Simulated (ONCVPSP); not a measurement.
**Run report: Sb, pseudopotential generation**

System: antimony (Sb, Z = 51), core [Ar] 3d10, reference valence 4s2 4p6 4d10 5s2 5p2 (an ion of charge +1), valence charge 23.
Method: ONCV potential, PBE, scalar-relativistic, made with ONCVPSP 4.0.1.

### Log (extracts)
```
ONCVPSP  (Optimized Norm-Conservinng Vanderbilt PSeudopotential)
scalar-relativistic version 4.0.1

#   n    l    f        energy (Ha)
    1    0    2.00    -1.1140341E+03
    2    0    2.00    -1.6978975E+02
    2    1    6.00    -1.5245709E+02
    3    0    2.00    -3.3540524E+01
    3    1    6.00    -2.7890997E+01
    3    2   10.00    -1.9272180E+01
    4    0    2.00    -5.7829129E+00
    4    1    6.00    -4.0538774E+00
    4    2   10.00    -1.5437357E+00
    5    0    2.00    -7.5847059E-01
    5    1    2.00    -4.4074538E-01

Reference configufation results
  iterations    24
  all-electron total energy (Ha)   -6.48114516D+03

Begin loop to  construct optimized pseudo wave functions
and semi-local pseudopoentials for all angular momenta

Calculating optimized projector #   1

 for l=   0

    Fraction of norm inside rc  0.845744
    Optimizing pswf for qcut=   9.92 a_B^-1,  ecut=  49.16 Ha
    Residual kinetic energy error=  1.06D-03 Ha

    Energy error per electron        Cutoff
         Ha          eV             Ha
         0.01000     0.27211       39.93
         0.00100     0.02721       49.64
         0.00010     0.00272      181.81
         0.00001     0.00027      214.33

Calculating optimized projector #   2

 for l=   0

    Fraction of norm inside rc  0.053811
    Optimizing pswf for qcut=   9.92 a_B^-1,  ecut=  49.16 Ha
    Residual kinetic energy error=  3.31D-04 Ha

    Energy error per electron        Cutoff
         Ha          eV             Ha
         0.01000     0.27211       34.80
         0.00100     0.02721       44.82
         0.00010     0.00272       70.43
         0.00001     0.00027      142.04

Calculating optimized projector #   1

 for l=   1

    Fraction of norm inside rc  0.902356
    Optimizing pswf for qcut=  14.11 a_B^-1,  ecut=  99.49 Ha
    Residual kinetic energy error=  7.34D-08 Ha

    Energy error per electron        Cutoff
         Ha          eV             Ha
         0.01000     0.27211       45.24
         0.00100     0.02721       60.54
         0.00010     0.00272       72.49
         0.00001     0.00027       82.00

Calculating optimized projector #   2

 for l=   1

    Fraction of norm inside rc  0.042828
    Optimizing pswf for qcut=  14.11 a_B^-1,  ecut=  99.49 Ha
    Residual kinetic energy error=  9.78D-09 Ha

    Energy error per electron        Cutoff
         Ha          eV             Ha
         0.01000     0.27211       17.64
         0.00100     0.02721       49.57
         0.00010     0.00272       64.31
         0.00001     0.00027       75.78

WARNING wellstate: negative energy specified for n= 5 l=  2
WARNING scattering state with energy  0.25000000
WARNING will be used for the first projector

   Wellstate for l =  2  n =  5
     eigenvalue =   0.2500
     asymptotic potential =   0.7500
     half-point radius =  3.2771

Calculating optimized projector #   1

 for l=   2

    Fraction of norm inside rc  0.531555
    Optimizing pswf for qcut=   5.40 a_B^-1,  ecut=  14.58 Ha
    Residual kinetic energy error=  8.84D-01 Ha

    Energy error per electron        Cutoff
         Ha          eV             Ha
         0.01000     0.27211      121.29
         0.00100     0.02721      164.20
         0.00010     0.00272      187.58
         0.00001     0.00027      256.04

Calculating optimized projector #   2

 for l=   2

    Fraction of norm inside rc  0.054004
    Optimizing pswf for qcut=   5.40 a_B^-1,  ecut=  14.58 Ha
    Residual kinetic energy error=  1.60D-01 Ha

    Energy error per electron        Cutoff
         Ha          eV             Ha
         0.01000     0.27211       28.90
         0.00100     0.02721      111.32
         0.00010     0.00272      223.32
         0.00001     0.00027      253.03

Construct Vanderbilt / Kleinmman-Bylander projectors

B matrix Hermiticity error, ll=   0
   1   2    1.1316E-03

  Orthonormal projector coefficients  3.1971E+01  3.7726E+00

B matrix Hermiticity error, ll=   1
   1   2    5.6853E-04

  Orthonormal projector coefficients  2.1609E+01  2.7388E+00

B matrix Hermiticity error, ll=   2
   1   2    2.5845E-04

  Orthonormal projector coefficients -1.9021E+02  1.1419E+01

Pseudoatom total energy -238.924297

Diagnostic tests using Vanderbilt-Kleinman-Bylander pseudopotentials
  1 or more projectors used as specified by nproj input data

   l    rcore       rmatch      e in        delta e   norm test  slope test

   0   1.0560597   1.0881240  -5.7829129  -0.0000386   1.0002754   1.0002921
   0   1.0560597   1.0881240  -0.7584706   0.0000302   1.0001273   1.0001279

   1   1.2561165   1.2942549  -4.0538774  -0.0000033   1.0002468   1.0002598
   1   1.2561165   1.2942549  -0.4407454   0.0000182   1.0001014   1.0000848

   2   1.0007064   1.0310900  -1.5437357   0.0000293   1.0002114   1.0002843
   2   1.0007064   1.0310900   0.2500000   0.0000847   1.0004448   1.0004448

 Testing for bound ghosts
   n   l    E NL Schr. Eq   E Basis Diag.   E Cutoff

   1   0       -5.782951       -5.782941    313.56
   2   0       -0.758440       -0.564175    313.56

   2   1       -4.053881       -4.053876    141.93
   3   1       -0.440727       -0.290136    141.93

       2                      -54.823327    257.27  WARNING - GHOST(-)
   3   2       -1.543706       -1.537102    257.27

 Testing for highly-localized positive-energy ghosts
       l    <radius>/rc     E Basis Diag.   E Cutoff

       0        0.204838        3.872975    313.56  WARNING - GHOST(+)

Test configuration 0

   n   l     f        eae           eps        diff
   1   0  2.0000-1114.03413789
   2   0  2.0000 -169.78975401
   2   1  6.0000 -152.45709383
   3   0  2.0000  -33.54052377
   3   1  6.0000  -27.89099726
   3   2 10.0000  -19.27218047
   4   0  2.0000   -5.78291286   -5.78295146   -3.86D-05
   4   1  6.0000   -4.05387737   -4.05388067   -3.30D-06
   4   2 10.0000   -1.54373569   -1.54370642    2.93D-05
   5   0  2.0000   -0.75847059   -0.75844038    3.02D-05
   5   1  2.0000   -0.44074538   -0.44072716    1.82D-05

    Total energies and differences
      AE_ref= -6.48114516D+03  AE_tst= -6.48114516D+03  dif=  0.00D+00
      PS_ref= -2.38924297D+02  PS_tst= -2.38924297D+02  dif= -4.55D-13
      PSP excitation error=  4.55D-13

Test configuration 1

   n   l     f        eae           eps        diff
   1   0  2.0000-1113.71769235
   2   0  2.0000 -169.47480926
   2   1  6.0000 -152.14197159
   3   0  2.0000  -33.22614957
   3   1  6.0000  -27.57660970
   3   2 10.0000  -18.95781436
   4   0  2.0000   -5.46955942   -5.46956286   -3.43D-06
   4   1  6.0000   -3.74060781   -3.74058509    2.27D-05
   4   2 10.0000   -1.23138386   -1.23136399    1.99D-05
   5   0  2.0000   -0.47152657   -0.47150158    2.50D-05
   5   1  3.0000   -0.17742736   -0.17741585    1.15D-05

    Total energies and differences
      AE_ref= -6.48114516D+03  AE_tst= -6.48145081D+03  dif= -3.06D-01
      PS_ref= -2.38924297D+02  PS_tst= -2.39230011D+02  dif= -3.06D-01
      PSP excitation error=  6.01D-05

Test configuration 2

   n   l     f        eae           eps        diff
   1   0  2.0000-1114.40503870
   2   0  2.0000 -170.15759820
   2   1  6.0000 -152.82527887
   3   0  2.0000  -33.90719696
   3   1  6.0000  -28.25769439
   3   2 10.0000  -19.63884373
   4   0  2.0000   -6.14729266   -6.14741089   -1.18D-04
   4   1  6.0000   -4.41798677   -4.41805063   -6.39D-05
   4   2 10.0000   -1.90576267   -1.90572155    4.11D-05
   5   0  2.0000   -1.08105357   -1.08102372    2.99D-05
   5   1  1.0000   -0.73798249   -0.73796150    2.10D-05

    Total energies and differences
      AE_ref= -6.48114516D+03  AE_tst= -6.48055833D+03  dif=  5.87D-01
      PS_ref= -2.38924297D+02  PS_tst= -2.38337340D+02  dif=  5.87D-01
      PSP excitation error= -1.27D-04

Test configuration 3

   n   l     f        eae           eps        diff
   1   0  2.0000-1114.82081685
   2   0  2.0000 -170.56853830
   2   1  6.0000 -153.23674348
   3   0  2.0000  -34.31627465
   3   1  6.0000  -28.66680760
   3   2 10.0000  -20.04791085
   4   0  2.0000   -6.55256835   -6.55281842   -2.50D-04
   4   1  6.0000   -4.82272418   -4.82288915   -1.65D-04
   4   2 10.0000   -2.30697675   -2.30692274    5.40D-05
   5   0  2.0000   -1.42976855   -1.42974808    2.05D-05

    Total energies and differences
      AE_ref= -6.48114516D+03  AE_tst= -6.47966114D+03  dif=  1.48D+00
      PS_ref= -2.38924297D+02  PS_tst= -2.37439947D+02  dif=  1.48D+00
      PSP excitation error= -3.36D-04

Test configuration 4

   n   l     f        eae           eps        diff
   1   0  2.0000-1114.49896582
   2   0  2.0000 -170.20856933
   2   1  6.0000 -152.88057017
   3   0  2.0000  -33.94072265
   3   1  6.0000  -28.29153347
   3   2 10.0000  -19.67258750
   4   0  2.0000   -6.10364231   -6.10488318   -1.24D-03
   4   1  5.0000   -4.35913843   -4.36040396   -1.27D-03
   4   2 10.0000   -1.80885346   -1.80851823    3.35D-04
   5   0  2.0000   -0.84516814   -0.84516732    8.17D-07
   5   1  3.0000   -0.49779430   -0.49781399   -1.97D-05

    Total energies and differences
      AE_ref= -6.48114516D+03  AE_tst= -6.47741015D+03  dif=  3.74D+00
      PS_ref= -2.38924297D+02  PS_tst= -2.35186198D+02  dif=  3.74D+00
      PSP excitation error= -3.09D-03
```

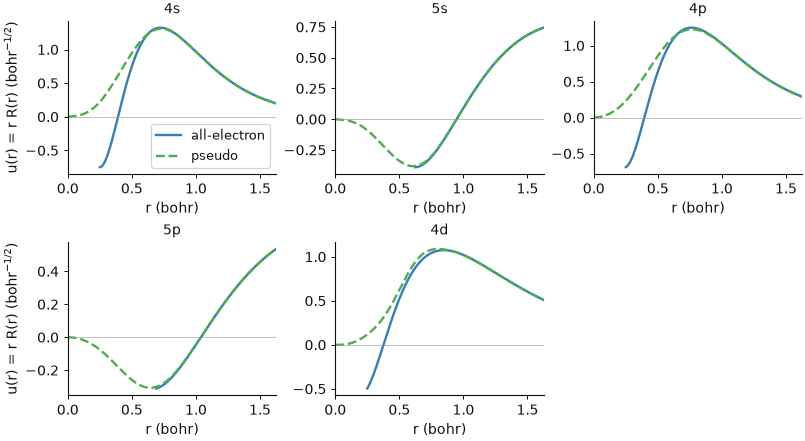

**Figure 1.** Pseudo-waves (dashed) against the all-electron radial functions (solid). The innermost oscillations of some all-electron curves aren't drawn. Reference configuration 4s2 4p6 4d10 5s2 5p2.

- Matching radii: 4s at 1.05 bohr; 5s at 1.05 bohr; 4p at 1.25 bohr; 5p at 1.25 bohr; 4d at 1.00 bohr. The curves merge smoothly, so the plot gives these only roughly.
- Nodes of the pseudo-waves: 4s has no node; 5s has a node at about 0.9 bohr; 4p has no node; 5p has a node at about 1.0 bohr; 4d has no node. A node in 5s and 5p is expected, since a lower shell of the same l is also in the valence and the two must stay orthogonal. The potential isn't sound: its ghost test gives GHOST(-) flagged for d at -1491.8 eV; GHOST(+) flagged for s at 105.4 eV.

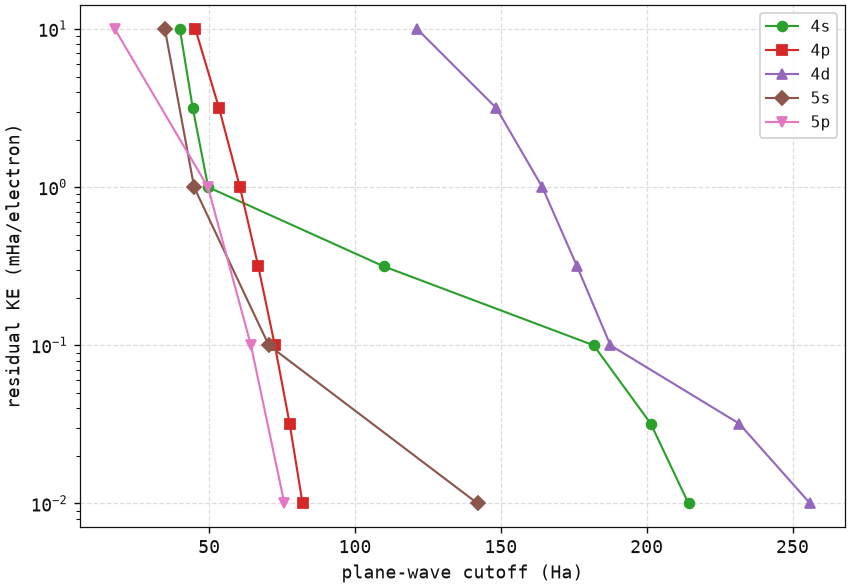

**Figure 2.** Residual kinetic energy of the pseudo-waves (the first of each channel, and further valence shells) beyond the plane-wave cutoff, as the generator prints it.

- Cutoffs for the occupied states: 164 Ha for 1 mHa and 188 Ha for 0.1 mHa per electron. The first is set by 4d.
- Cutoffs for 1 mHa per electron: 4d: 164 Ha; 4p: 61 Ha; 4s: 50 Ha; 5p: 50 Ha; 5s: 45 Ha.
- Hardest wave at 1 mHa per electron: 4d, with rc = 1.00 bohr and qcut = 5.4 1/bohr. The optimisation minimises, but can't always remove, the kinetic energy above qcut²/2 = 14.6 Ha, and a larger rc would as a rule soften the wave at some cost in transferability.

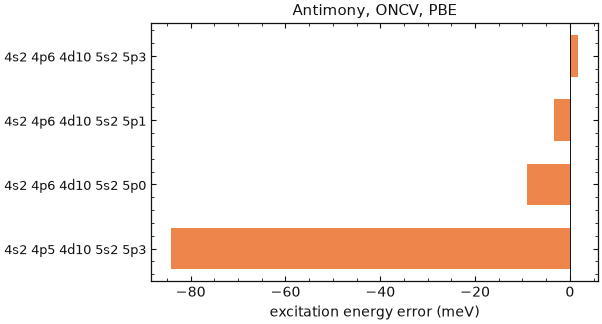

**Figure 3.** Errors, all-electron minus pseudo, of the energies of valence configurations relative to the unpolarised reference 4s2 4p6 4d10 5s2 5p2.

- Worst configuration: 4s2 4p5 4d10 5s2 5p3 (charge +1): the error is -84 meV on an all-electron energy of +101.63 eV relative to the reference, or 0.083 %.
- Errors in meV: 4s2 4p6 4d10 5s2 5p3: +1.6; 4s2 4p6 4d10 5s2 5p1: -3.5; 4s2 4p6 4d10 5s2 5p0: -9.1; 4s2 4p5 4d10 5s2 5p3: -84.

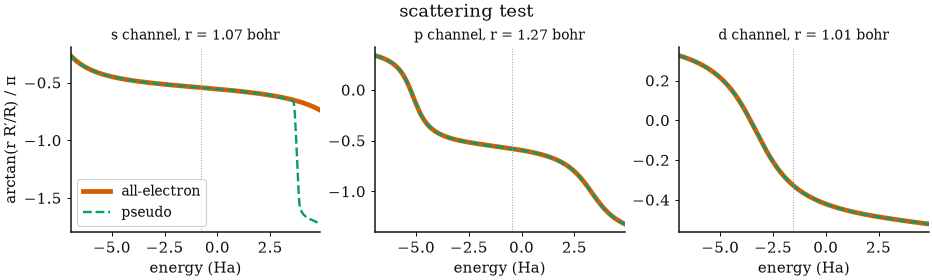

**Figure 4.** Unwrapped phase arctan(r R′/R) in units of π against energy, all-electron (solid) and pseudo (dashed); the pseudo phase is matched to the all-electron one at the reference energy. Here R(r) is the radial function. A near-vertical step is a level narrower than the spacing of the points behind the curves. The dotted line marks the reference energy of the channel. Not drawn: f: not judged.

- Ghost states: Going away from the reference energies, the phases part by more than π/2 in: s at about 3.8 Ha (above its reference energy, pseudo phase lower, at the flagged ghost). Such a step is either a state that only one of the two atoms has or an ordinary level shifted in energy. The separate test gives: GHOST(-) flagged for d at -1491.8 eV; GHOST(+) flagged for s at 105.4 eV. The bound ghosts lie below the range of the plot.
- Range over which the phases agree within 0.05 rad: s: up to about 3.6 Ha; p: over the whole range drawn; d: over the whole range drawn.

### Input
```
# ATOM AND REFERENCE CONFIGURATION
# atsym  z   nc   nv     iexc    psfile
  Sb 51.00    6    5        4      upf
#
#   n    l    f
    1    0    2.00
    2    0    2.00
    2    1    6.00
    3    0    2.00
    3    1    6.00
    3    2   10.00
    4    0    2.00
    4    1    6.00
    4    2   10.00
    5    0    2.00
    5    1    2.00
#
# PSEUDOPOTENTIAL AND OPTIMIZATION
# lmax
    2
#
#   l,   rc,      ep,       ncon, nbas, qcut
    0    1.05    0.00    5    9    9.90
    1    1.25    0.00    4    7   14.10
    2    1.00    0.00    4    7    5.40
#
# LOCAL POTENTIAL
# lloc, lpopt,  rc(5),   dvloc0
    4    5    0.75    0.00
#
# VANDERBILT-KLEINMAN-BYLANDER PROJECTORs
# l, nproj, debl
    0    2    1.20
    1    2    3.50
    2    2    0.80
#
# MODEL CORE CHARGE
# icmod, fcfact, rcfact
    0    0.00    0.00
#
# LOG DERIVATIVE ANALYSIS
# epsh1, epsh2, depsh
   -7.00    5.00    0.04
#
# OUTPUT GRID
# rlmax, drl
    6.00    0.01
#
# TEST CONFIGURATIONS
# ncnf
    4
# nvcnf
#   n    l    f
    5
    4    0    2.00
    4    1    6.00
    4    2   10.00
    5    0    2.00
    5    1    3.00
#
    5
    4    0    2.00
    4    1    6.00
    4    2   10.00
    5    0    2.00
    5    1    1.00
#
    5
    4    0    2.00
    4    1    6.00
    4    2   10.00
    5    0    2.00
    5    1    0.00
#
    5
    4    0    2.00
    4    1    5.00
    4    2   10.00
    5    0    2.00
    5    1    3.00
#
```

Run as:
```bash
oncvpsp.x < Sb.dat > Sb.out
```

### Summary

- outcome: generated, with a ghost state
- cutoffs needed: 164 Ha and 188 Ha (the cutoffs at which the residual kinetic energy of the hardest occupied pseudo-wave falls to 1 and 0.1 mHa per electron)
- ghost test: GHOST(-) flagged for d at -1491.8 eV; GHOST(+) flagged for s at 105.4 eV
- largest excitation error: -84 meV (all-electron minus pseudo) for 4s2 4p5 4d10 5s2 5p3, out of 4 test configurations
- range over which the phases arctan(r R′/R) at the test radius agree within 0.05 rad (a looser test near the poles than one of phase shifts): s: up to about 3.6 Ha; p: over the whole range computed; d: over the whole range computed; f: not judged, local potential alone
- hardware: 1 CPU thread, shared host
- wall time: 4.8 s

### Notes

The potential has a bound ghost state, so it can't be used as it stands. The scattering phases part by more than π/2 and stay apart in s from about 3.8 Ha: a level there is either far displaced or one that only the pseudo-atom has. Warnings of the program, in the generation or the tests: wellstate: negative energy specified for n= 5 l= 2.
